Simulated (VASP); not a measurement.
# A VASP study of PrPb (LDA): structure first, properties next

Aim: relax PrPb, then compute properties on the relaxed cell. The steps: relaxing cell and atoms (LDA), second relaxation, density, ELF and potential (LDA), band structure (LDA), density of states (LDA), bands along the symmetry lines (LDA + SOC) and electric field gradients (LDA). The cell is invented: it takes the structure of a Materials Project entry for DyZr (space group 187 there), with all of its atoms replaced by other elements, volume scaled by an estimate. It may not be a known or stable phase. Left out of this account: 2 further runs (phonons: its modes failed a check; relaxation: a spoilt try).

Main program and level: VASP 6.6.1; LDA, spin-polarised from a ferromagnetic start (one magnetic atom a cell); plane waves and PAW (Pb_d, Pr), in the first sound run; inputs show where later runs differ.

## (1) Starting point

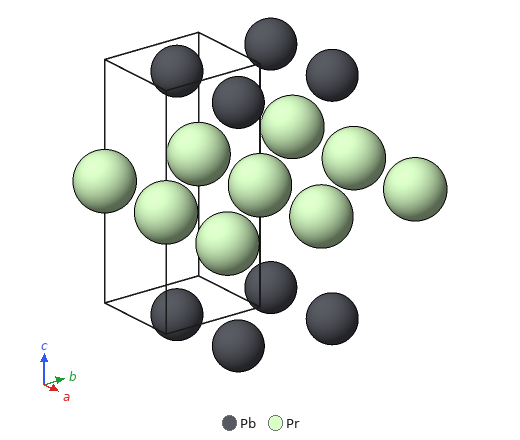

The starting structure, seen slightly off an axis (lead dark grey, praseodymium light green). 2×2×1 cells are drawn. Some periodic images of atoms are drawn too.

Coordinates:

```cif
data_structure
_symmetry_space_group_name_H-M 'P 1'
_symmetry_Int_Tables_number 1
_cell_length_a 3.6286
_cell_length_b 3.6286
_cell_length_c 5.7862
_cell_angle_alpha 90.000
_cell_angle_beta 90.000
_cell_angle_gamma 120.000
_cell_volume 65.98
loop_
_atom_site_label
_atom_site_type_symbol
_atom_site_fract_x
_atom_site_fract_y
_atom_site_fract_z
_atom_site_occupancy
Pb1 Pb 0.66667 0.33333 0.00000 1
Pr2 Pr 0.00000 0.00000 0.50000 1
```

## (2) Relaxing cell and atoms (LDA)

The start need not lie at this functional's minimum. ISIF = 3 frees volume, shape and positions, and EDIFFG sets the threshold on forces and stress at which the search stops. LDA, the lowest rung, knows the local density alone.

Input file INCAR:

```
SYSTEM = PrPb
PREC = Accurate
ENCUT = 440
EDIFF = 1E-06
NELM = 100
ISMEAR = 0
SIGMA = 0.05
LREAL = .FALSE.
ALGO = Normal
GGA = CA
NBANDS = 20
ISPIN = 2
MAGMOM = 0 2
LMAXMIX = 6
LORBIT = 11
LWAVE = .FALSE.
LCHARG = .FALSE.
IBRION = 2
NSW = 60
ISIF = 3
EDIFFG = -0.01
```

Input file POSCAR:

```
PrPb
1.0
    3.6285620000      0.0000000000      0.0000000000
   -1.8142810000      3.1424270000      0.0000000000
    0.0000000000      0.0000000000      5.7862110000
Pb Pr
1 1
Direct
    0.6666666700      0.3333333300      0.0000000000
    0.0000000000      0.0000000000      0.5000000000
```

Input file KPOINTS:

```
Automatic mesh
0
Gamma
6 6 4
0 0 0
```

The projector-augmented-wave data sets are Pb_d and Pr (PBE family, release 64).

Command:

```bash
mpirun -np 1 vasp_std
```

Output:

```text
[banner, memory and clock lines left out]
running    1 mpi-ranks, on    1 nodes
 distrk:  each k-point on    1 cores,    1 groups
 distr:  one band on    1 cores,    1 groups

 POSCAR found type information on POSCAR PbPr
 POSCAR found :  2 types and       2 ions
|                                                                             |
|               ----> ADVICE to this user running VASP <----                  |
|                                                                             |
|     You enforced a specific xc type in the INCAR file but a different       |
|     [... a line on the potential file left out ...]
|     I HOPE YOU KNOW WHAT YOU ARE DOING!                                     |
|                                                                             |

 LDA part: xc-table for (Slater(with rela. corr.)+CA(PZ))
 , standard interpolation
 POSCAR, INCAR and KPOINTS ok, starting setup
 FFT: planning ... GRIDC
 FFT: planning ... GRID_SOFT
 FFT: planning ... GRID
 WAVECAR not read
 entering main loop
       N       E                     dE             d eps       ncg     rms          rms(c)
DAV:   1     0.282109894161E+03    0.28211E+03   -0.10508E+04  1768   0.216E+03
DAV:   2     0.295588208642E+02   -0.25255E+03   -0.24733E+03  1992   0.415E+02
DAV:   3    -0.929363844758E+01   -0.38852E+02   -0.37511E+02  2584   0.184E+02
DAV:   4    -0.127218731149E+02   -0.34282E+01   -0.32873E+01  3304   0.492E+01
DAV:   5    -0.129901289082E+02   -0.26826E+00   -0.26598E+00  2624   0.873E+00    0.314E+01
DAV:   6    -0.405327863140E+02   -0.27543E+02   -0.35821E+02  2456   0.906E+01    0.769E+01
DAV:   7    -0.108866595472E+02    0.29646E+02   -0.29965E+01  2492   0.839E+01    0.217E+01
DAV:   8    -0.106982839704E+02    0.18838E+00   -0.37659E+00  2900   0.204E+01    0.105E+01
DAV:   9    -0.109746795207E+02   -0.27640E+00   -0.71305E-01  2964   0.655E+00    0.977E+00
DAV:  10    -0.108389114391E+02    0.13577E+00   -0.37336E-01  2876   0.608E+00    0.359E+00
DAV:  11    -0.108156480324E+02    0.23263E-01   -0.91576E-02  3060   0.288E+00    0.158E+00
DAV:  12    -0.108245368459E+02   -0.88888E-02   -0.26515E-02  2968   0.144E+00    0.178E+00
DAV:  13    -0.108246021754E+02   -0.65329E-04   -0.43807E-03  2948   0.616E-01    0.151E+00
DAV:  14    -0.108242586906E+02    0.34348E-03   -0.32761E-04  3008   0.178E-01    0.161E+00
DAV:  15    -0.108260694590E+02   -0.18108E-02   -0.50934E-04  2796   0.217E-01    0.165E+00
DAV:  16    -0.108259319008E+02    0.13756E-03   -0.96232E-03  3036   0.108E+00    0.645E-01
DAV:  17    -0.108258555995E+02    0.76301E-04   -0.23826E-03  3300   0.456E-01    0.365E-01
DAV:  18    -0.108257855607E+02    0.70039E-04   -0.29042E-04  2848   0.128E-01    0.229E-01
DAV:  19    -0.108257857952E+02   -0.23448E-06   -0.68786E-04  3048   0.204E-01    0.137E-01
DAV:  20    -0.108258036849E+02   -0.17890E-04   -0.48982E-05  3128   0.435E-02    0.125E-01
DAV:  21    -0.108257897133E+02    0.13972E-04   -0.46049E-05  2940   0.773E-02    0.307E-02
DAV:  22    -0.108257896116E+02    0.10169E-06   -0.90579E-06  2124   0.228E-02
   1 F= -.10825790E+02 E0= -.10816650E+02  d E =-.108258E+02  mag=     2.9830
 curvature:   0.00 expect dE= 0.000E+00 dE for cont linesearch  0.000E+00
 trial: gam= 0.00000 g(F)=  0.888E-45 g(S)=  0.670E+00 ort = 0.000E+00 (trialstep = 0.100E+01)
 search vector abs. value=  0.670E+00
 bond charge predicted
       N       E                     dE             d eps       ncg     rms          rms(c)
DAV:   1    -0.417924549349E+02   -0.30967E+02   -0.50142E+02  2820   0.362E+02    0.523E+01
DAV:   2    -0.250112022677E+02    0.16781E+02   -0.26992E+02  2656   0.145E+02    0.547E+01
DAV:   3    -0.232740687490E+02    0.17371E+01   -0.24327E+02  2772   0.151E+02    0.237E+01
DAV:   4    -0.147999690009E+02    0.84741E+01   -0.12487E+01  3072   0.365E+01    0.191E+01
DAV:   5    -0.111353325474E+02    0.36646E+01   -0.82769E+00  3136   0.270E+01    0.827E+00
DAV:   6    -0.109252370195E+02    0.21010E+00   -0.22098E+00  3200   0.141E+01    0.105E+01
DAV:   7    -0.110387272040E+02   -0.11349E+00   -0.16317E-01  2820   0.338E+00    0.109E+01
DAV:   8    -0.119693175971E+02   -0.93059E+00   -0.82155E-01  3088   0.892E+00    0.144E+01
DAV:   9    -0.109907774718E+02    0.97854E+00   -0.29455E+00  2820   0.271E+01    0.151E+01
DAV:  10    -0.112759791977E+02   -0.28520E+00   -0.38539E-01  2892   0.569E+00    0.107E+01
DAV:  11    -0.111420143504E+02    0.13396E+00   -0.27835E-01  2808   0.589E+00    0.624E+00
DAV:  12    -0.111437625650E+02   -0.17482E-02   -0.17326E-02  3000   0.112E+00    0.584E+00
DAV:  13    -0.111117919432E+02    0.31971E-01   -0.76147E-02  2896   0.333E+00    0.159E+00
DAV:  14    -0.111253867222E+02   -0.13595E-01   -0.26567E-02  2828   0.244E+00    0.309E+00
DAV:  15    -0.111166892851E+02    0.86974E-02   -0.62033E-03  3000   0.114E+00    0.115E+00
DAV:  16    -0.111189806679E+02   -0.22914E-02   -0.13505E-03  2860   0.483E-01    0.162E+00
DAV:  17    -0.111156633250E+02    0.33173E-02   -0.40895E-03  3168   0.845E-01    0.328E-01
DAV:  18    -0.111158428405E+02   -0.17952E-03   -0.65785E-04  2880   0.239E-01    0.461E-01
DAV:  19    -0.111159471252E+02   -0.10428E-03   -0.13258E-04  3036   0.989E-02    0.492E-01
DAV:  20    -0.111160456790E+02   -0.98554E-04   -0.43866E-05  2816   0.664E-02    0.502E-01
DAV:  21    -0.111160639852E+02   -0.18306E-04   -0.14886E-04  3172   0.149E-01    0.398E-01
DAV:  22    -0.111159598914E+02    0.10409E-03   -0.33860E-04  3140   0.235E-01    0.851E-02
DAV:  23    -0.111159680978E+02   -0.82065E-05   -0.19680E-05  2724   0.352E-02    0.914E-02
DAV:  24    -0.111159694915E+02   -0.13937E-05   -0.13715E-06  1776   0.138E-02    0.823E-02
DAV:  25    -0.111159681919E+02    0.12996E-05   -0.12327E-06  1552   0.149E-02    0.661E-02
DAV:  26    -0.111159656827E+02    0.25092E-05   -0.89565E-07  1624   0.172E-02    0.440E-02
DAV:  27    -0.111159640449E+02    0.16378E-05   -0.47841E-06  2356   0.234E-02    0.973E-03
DAV:  28    -0.111159644387E+02   -0.39378E-06   -0.53077E-07  1200   0.928E-03
   2 F= -.11115964E+02 E0= -.11107070E+02  d E =-.290175E+00  mag=     2.5975
[... from here on, the cycles between the ionic steps are left out ...]
   3 F= -.11130167E+02 E0= -.11121291E+02  d E =-.304378E+00  mag=     2.6982
   4 F= -.11129983E+02 E0= -.11121105E+02  d E =-.304193E+00  mag=     2.7095
   5 F= -.11145496E+02 E0= -.11137858E+02  d E =-.155132E-01  mag=     2.7342
   6 F= -.11157102E+02 E0= -.11150059E+02  d E =-.271187E-01  mag=     2.6733
   7 F= -.11158773E+02 E0= -.11152608E+02  d E =-.287896E-01  mag=     2.5673
   8 F= -.11163450E+02 E0= -.11156917E+02  d E =-.334674E-01  mag=     2.6362
   9 F= -.11163606E+02 E0= -.11157238E+02  d E =-.336229E-01  mag=     2.6229
  10 F= -.11163628E+02 E0= -.11157216E+02  d E =-.336454E-01  mag=     2.6270
  11 F= -.11163751E+02 E0= -.11157352E+02  d E =-.123086E-03  mag=     2.6311
  12 F= -.11162735E+02 E0= -.11156337E+02  d E =0.892893E-03  mag=     2.6433
  13 F= -.11163726E+02 E0= -.11157332E+02  d E =-.975726E-04  mag=     2.6344
  14 F= -.11163747E+02 E0= -.11157348E+02  d E =-.118779E-03  mag=     2.6322
  15 F= -.11163750E+02 E0= -.11157351E+02  d E =-.121621E-03  mag=     2.6302
 curvature:  -0.03 expect dE=-0.463E-05 dE for cont linesearch -0.376E-05
 ZBRENT: interpolating
 opt :   1.5888  next Energy=   -11.163750 (dE=-0.122E-03)
 bond charge predicted
       N       E                     dE             d eps       ncg     rms          rms(c)
DAV:   1    -0.111637942547E+02   -0.44830E-04   -0.30239E-04  2384   0.333E-01    0.163E-01
DAV:   2    -0.111652217454E+02   -0.14275E-02   -0.35708E-03  2828   0.795E-01    0.105E+00
DAV:   3    -0.111637427062E+02    0.14790E-02   -0.26020E-03  2848   0.727E-01    0.488E-02
DAV:   4    -0.111637495778E+02   -0.68716E-05   -0.10941E-04  2416   0.625E-02    0.231E-02
DAV:   5    -0.111637494629E+02    0.11493E-06   -0.21187E-05  2268   0.273E-02    0.112E-02
DAV:   6    -0.111637489502E+02    0.51264E-06   -0.13580E-06  1432   0.128E-02
  16 F= -.11163749E+02 E0= -.11157350E+02  d E =-.120583E-03  mag=     2.6325
 curvature:  -0.02 expect dE=-0.142E-06 dE for cont linesearch -0.142E-06
 trial: gam=-0.17050 g(F)=  0.245E-44 g(S)=  0.648E-05 ort = 0.241E-04 (trialstep = 0.146E+01)
 search vector abs. value=  0.871E-06
 reached required accuracy - stopping structural energy minimisation
```

The job ended after 13 min (1 MPI rank of Intel Xeon Platinum 8375C at 2.90GHz (Ice Lake), shared host; peak memory 0.22 GiB).

The logs omit lines about the potential files and the build; timing stands in the text.

OUTCAR, selected parts (step 2):

```text
ion  position               nearest neighbor table
   1  0.667  0.333  0.000-   2 3.57   2 3.57   2 3.57   2 3.57   2 3.57   2 3.57
   2  0.000  0.000  0.500-   1 3.57   1 3.57   1 3.57   1 3.57   1 3.57   1 3.57

  LATTYP: Found a hexagonal cell.
 ALAT       =     3.6285620000
 C/A-ratio  =     1.5946292223

 Subroutine GETGRP returns: Found 12 space group operations
 (whereof 12 operations were pure point group operations)

The static configuration has the point symmetry D_3h.

 Found     21 irreducible k-points:

   k-points           NKPTS =     21   k-points in BZ     NKDIM =     21   number of bands    NBANDS=     20

   dimension x,y,z NGX =    28 NGY =   28 NGZ =   40
   dimension x,y,z NGXF=    56 NGYF=   56 NGZF=   80

   ENCUT  =  440.0 eV  32.34 Ry    5.69 a.u.   6.21  6.21  9.90*2*pi/ulx,y,z

   NELECT =      27.0000    total number of electrons

 k-points in reciprocal lattice and weights: Automatic mesh
   0.00000000  0.00000000  0.00000000       0.007
   0.16666667 -0.00000000  0.00000000       0.042
   0.33333333 -0.00000000  0.00000000       0.042
   0.50000000  0.00000000  0.00000000       0.021
   0.16666667  0.16666667  0.00000000       0.042
   0.33333333  0.16666667  0.00000000       0.083
   0.33333333  0.33333333  0.00000000       0.014
   0.00000000  0.00000000  0.25000000       0.014
   0.16666667 -0.00000000  0.25000000       0.083
[...]
0.33333333  0.16666667  0.50000000       0.083
   0.33333333  0.33333333  0.50000000       0.014

 average (electrostatic) potential at core
       1 -88.6866       2 -70.9399

 E-fermi :   8.3520

 spin component 1
 k-point     1 :       0.0000    0.0000    0.0000
  band No.  band energies     occupation
    ...
     10      -2.9336      1.00000
     11       6.5230      1.00000
     12       6.6665      1.00000
     13       8.0071      1.00000
     14       8.2610      0.99497
     15       8.4254      0.01886
     16       8.4254      0.01886
     17       8.6337      0.00000
     18       8.6337      0.00000
     19       8.9048      0.00000
    ...

 k-point     2 :       0.1667   -0.0000    0.0000
  band No.  band energies     occupation
    ...
     10      -2.3774      1.00000
     11       6.5632      1.00000
     12       7.3563      1.00000
     13       7.9238      1.00000
     14       8.3126      0.86693
     15       8.3994      0.08963
     16       8.4816      0.00012
     17       8.5629      0.00000
     18       8.6437      0.00000
     19       8.6668      0.00000
    ...

 k-point     3 :       0.3333   -0.0000    0.0000
  band No.  band energies     occupation
    ...
     10      -0.7776      1.00000
     11       6.1830      1.00000
     12       6.4172      1.00000
     13       7.5672      1.00000
     14       8.2225      0.99987
     15       8.3775      0.23510
     16       8.4111      0.04717
     17       8.5255      0.00000
     18       8.5949      0.00000
     19       8.6099      0.00000
    ...

 k-point     4 :       0.5000    0.0000    0.0000
  band No.  band energies     occupation
    ...
     11       4.1226      1.00000
     12       5.9289      1.00000
     13       6.8601      1.00000
     14       8.1472      1.00000
     15       8.3196      0.81991
     16       8.4086      0.05474
     17       8.5676      0.00000
     18       8.5846      0.00000
     19       8.6846      0.00000
     20       8.7694      0.00000

 k-point     5 :       0.1667    0.1667    0.0000
  band No.  band energies     occupation
    ...
     10      -1.2953      1.00000
     11       6.3641      1.00000
     12       7.5182      1.00000
     13       8.1187      1.00000
     14       8.2651      0.99301
     15       8.3569      0.44496
     16       8.4282      0.01557
     17       8.4541      0.00194
     18       8.5844      0.00000
     19       8.8441      0.00000
    ...

 k-point     6 :       0.3333    0.1667    0.0000
  band No.  band energies     occupation
    ...
     12       6.1963      1.00000
     13       7.7412      1.00000
     14       8.1059      1.00000
     15       8.2806      0.97829
     16       8.3055      0.90575
     17       8.5225      0.00000
     18       8.5503      0.00000
     19       8.7053      0.00000
     20       8.8408      0.00000

  Total        0.0068811      0.0068811      0.0131872      0.0000000     -0.0000000      0.0000000
  in kB        0.2084853      0.2084853      0.3995472      0.0000000     -0.0000000      0.0000000
  external PRESSURE =       0.2721726 kB  Pullay stress =       0.0000000 kB

  energy-cutoff  :      440.00
  volume of cell :       52.88
      direct lattice vectors                 reciprocal lattice vectors
     3.306338224  0.000000000 -0.000000000     0.302449396  0.174619235  0.000000000
    -1.653169112  2.863372991 -0.000000000    -0.000000000  0.349238469  0.000000000
    -0.000000000 -0.000000000  5.585583000     0.000000000  0.000000000  0.179032341

 POSITION                                       TOTAL-FORCE (eV/Angst)
 -----------------------------------------------------------------------------------
      1.65317      0.95446     -0.00000        -0.000000     -0.000000     -0.000000
      0.00000     -0.00000      2.79279         0.000000      0.000000      0.000000
 -----------------------------------------------------------------------------------
    total drift:                               -0.000012      0.000007     -0.000000

  FREE ENERGIE OF THE ION-ELECTRON SYSTEM (eV)
  ---------------------------------------------------
  free  energy   TOTEN  =       -11.1637489502 eV

  energy  without entropy=      -11.1509504762  energy(sigma->0) =      -11.15734971

 reached required accuracy - stopping structural energy minimisation

 total charge
# of ion       s       p       d       f       tot
--------------------------------------------------
    1        1.318   0.984   9.806   0.000  12.108
    2        1.966   5.238   0.713   2.149  10.066
--------------------------------------------------
tot          3.284   6.222  10.519   2.149  22.175

 magnetization (x)
# of ion       s       p       d       f       tot
--------------------------------------------------
    1       -0.006   0.003   0.007   0.000   0.004
    2        0.003  -0.015   0.157   2.006   2.151
--------------------------------------------------
tot         -0.004  -0.012   0.164   2.006   2.155

[... 6 further parts left out ...]
```

The cell holds one magnetic atom, so no antiferromagnetic order fits into it. The k-mesh is coarse for a metal. Without U or exact exchange the f electrons of Pr come out too delocalised, which can shrink the cell and pin f bands at the Fermi level. The PAW data sets were made with PBE, a small mismatch for LDA. After so large a change of volume the plane waves of the start cell no longer fit, so the final stress carries a basis-set error. The run keeps the 12 symmetry operations of its start, so it cannot find a distortion of lower symmetry.

Step by step:

```tsv
step	energy less that of the first step (eV)	largest force (eV/Å)	pressure (GPa)	volume (Å³)
1	0.0000	0.0000	-7.28	65.98
2	-0.2902	0.0000	1.94	52.66
3	-0.3044	0.0000	-0.05	54.67
4	-0.3042	0.0000	-0.41	54.90
5	-0.3197	0.0000	-0.37	54.27
6	-0.3313	0.0000	-0.28	53.54
7	-0.3330	0.0000	0.59	52.02
8	-0.3377	0.0000	0.06	52.81
9	-0.3378	0.0000	0.14	52.63
10	-0.3378	0.0000	0.09	52.68
11	-0.3380	0.0000	0.08	52.86
12	-0.3369	0.0000	-0.41	53.36
13	-0.3379	0.0000	-0.14	52.94
14	-0.3380	0.0000	-0.13	52.89
15	-0.3380	0.0000	0.15	52.87
16	-0.3380	0.0000	0.03	52.88
```

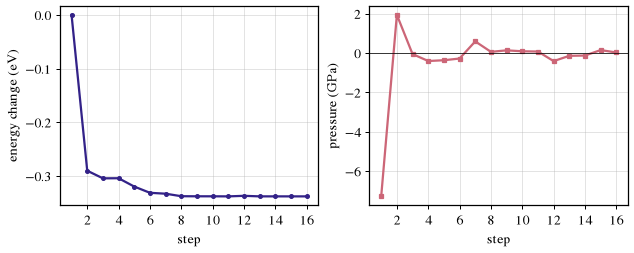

Energy and pressure along the relaxation.

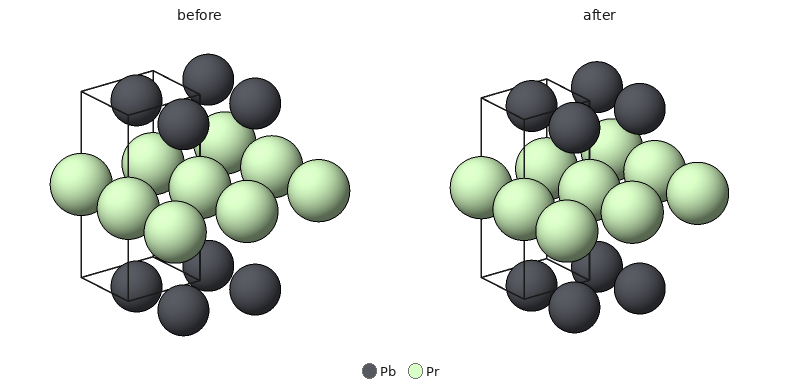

The structure before and after the relaxation, drawn at the same scale.

```tsv
conventional cell, symmetrised	before	after	change
a (Å)	3.629	3.306	-8.9 %
b (Å)	3.629	3.306	-8.9 %
c (Å)	5.786	5.586	-3.5 %
volume (Å³/atom)	32.99	26.44	-19.9 %
```

The relaxed structure:

```cif
data_structure
_symmetry_space_group_name_H-M 'P 1'
_symmetry_Int_Tables_number 1
_cell_length_a 3.3063
_cell_length_b 3.3063
_cell_length_c 5.5856
_cell_angle_alpha 90.000
_cell_angle_beta 90.000
_cell_angle_gamma 120.000
_cell_volume 52.88
loop_
_atom_site_label
_atom_site_type_symbol
_atom_site_fract_x
_atom_site_fract_y
_atom_site_fract_z
_atom_site_occupancy
Pb1 Pb 0.66667 0.33333 0.00000 1
Pr2 Pr 0.00000 0.00000 0.50000 1
```

This step gave:

- electrons: 27
- bands: 20
- irreducible k-points: 21
- symmetry operations: 12
- free energy (TOTEN): -11.16 eV
- energy at zero smearing: -11.16 eV
- Fermi energy: 8.352 eV
- pressure: 0.02722 GPa
- moment of the cell, from the last line of the log: 2.632 μB
- metallic: yes
- SCF cycles over all ionic steps: 215

Spin moment in the PAW sphere by atom:

```tsv
atom	spin moment in the PAW sphere (μB)
Pb1	0.00
Pr2	2.15
```

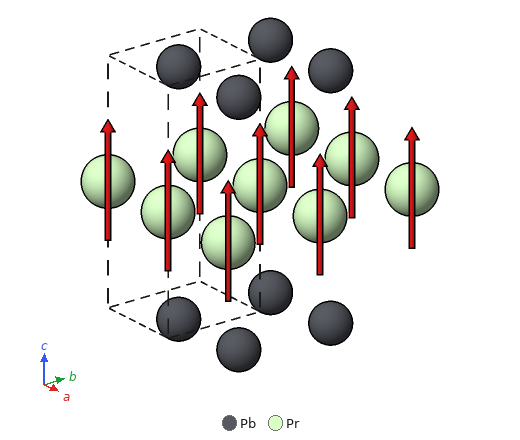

Spin moment in the PAW sphere as arrows, the longest 2.15 μB. Up and down stand for the sign. Arrows give size and sign along the axis of quantisation, drawn up and down the page. 2×2×1 cells are drawn. Some periodic images of atoms are drawn too.

It ends with forces that vanish by symmetry and a pressure of 0.03 GPa.

(Part 1 of 4 ends here.)

[Lines on the potential files, build, host, timing and source positions are cut from VASP's logs without a mark.]

[Logs are printed without paths, hosts, clocks, repeated set-up lines and the standing remarks that a program may print on its own settings, such as how far it seeks lower states.]

[Hosts, paths, dates, database ids (printed as entryN), source tags and the programs' standing remarks are cut or masked in the printed files.]

[A measured line is paired with the nearest computed mode of its activity, which favours agreement.]

[In band tables of VASP the shares of atoms and orbitals are scaled to a sum of 1 inside the atoms' spheres.]
